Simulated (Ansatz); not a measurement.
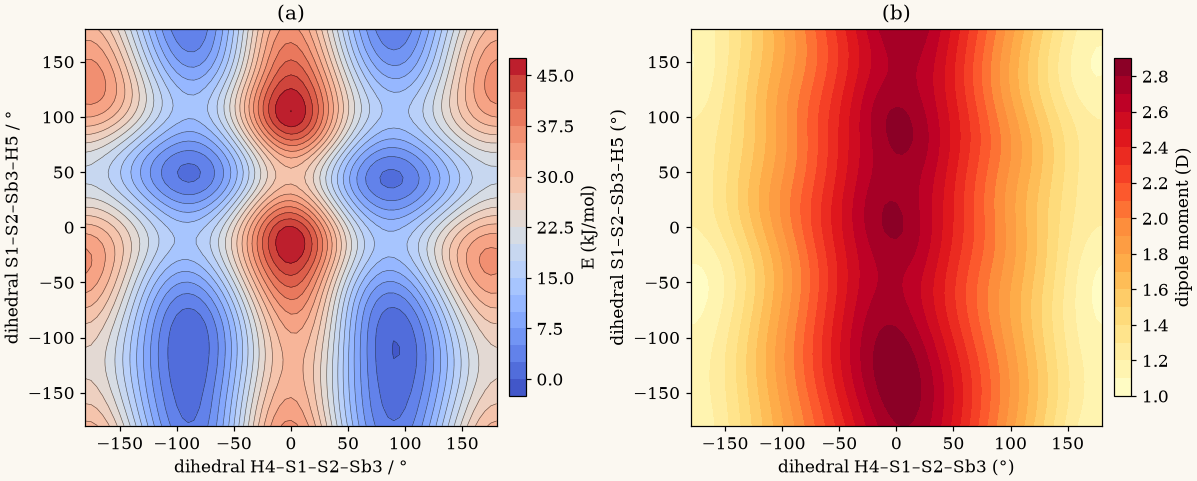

H₃S₂Sb, SMILES S[S][SbH2]. The first coordinate is: dihedral H4–S1–S2–Sb3; the second: dihedral S1–S2–Sb3–H5. Nothing is relaxed (all other coordinates rigid). Grid: 18 × 18 points. All energies are given in kJ/mol relative to the relaxed molecule at the same level. All numbers below come from RHF/def2-TZVP (Ansatz 0.2.0).

Panel (a) is the energy and panel (b) the computed dipole moment on the same grid.

Drawn: filled contours. Between grid points the surface is interpolated.

Question: How does the dipole moment vary over the map, and what is it at the lowest grid point?

Answer: Leaving out the highest fifth of the energies, it runs from 1.09 D at dihedral H4–S1–S2–Sb3 = −180°, dihedral S1–S2–Sb3–H5 = −80° to 2.81 D at dihedral H4–S1–S2–Sb3 = 20°, dihedral S1–S2–Sb3–H5 = −140°. At the lowest grid point, dihedral H4–S1–S2–Sb3 = 100°, dihedral S1–S2–Sb3–H5 = −120°, it is 1.86 D.

| dihedral S1–S2–Sb3–H5 ↓, dihedral H4–S1–S2–Sb3 → | −180 | −140 | −100 | −60 | −20 | 20 | 60 | 100 | 140 |
| --- | --- | --- | --- | --- | --- | --- | --- | --- | --- |
| 160 | 1.10 | 1.36 | 1.77 | 2.19 | 2.62 | 2.71 | 2.30 | 1.80 | 1.33 |
| 120 | 1.14 | 1.41 | 1.84 | 2.25 | 2.68 | 2.70 | 2.30 | 1.80 | 1.35 |
| 80 | 1.22 | 1.44 | 1.85 | 2.29 | 2.71 | 2.77 | 2.35 | 1.90 | 1.46 |
| 40 | 1.22 | 1.48 | 1.90 | 2.33 | 2.72 | 2.70 | 2.30 | 1.86 | 1.45 |
| 0 | 1.20 | 1.44 | 1.89 | 2.36 | 2.75 | 2.70 | 2.29 | 1.85 | 1.42 |
| −40 | 1.08 | 1.31 | 1.79 | 2.29 | 2.68 | 2.63 | 2.22 | 1.82 | 1.39 |
| −80 | 1.09 | 1.34 | 1.82 | 2.33 | 2.74 | 2.64 | 2.22 | 1.79 | 1.36 |
| −120 | 1.14 | 1.40 | 1.87 | 2.36 | 2.80 | 2.77 | 2.33 | 1.86 | 1.40 |
| −160 | 1.14 | 1.38 | 1.82 | 2.28 | 2.73 | 2.80 | 2.37 | 1.88 | 1.40 |

The table holds every second grid line.
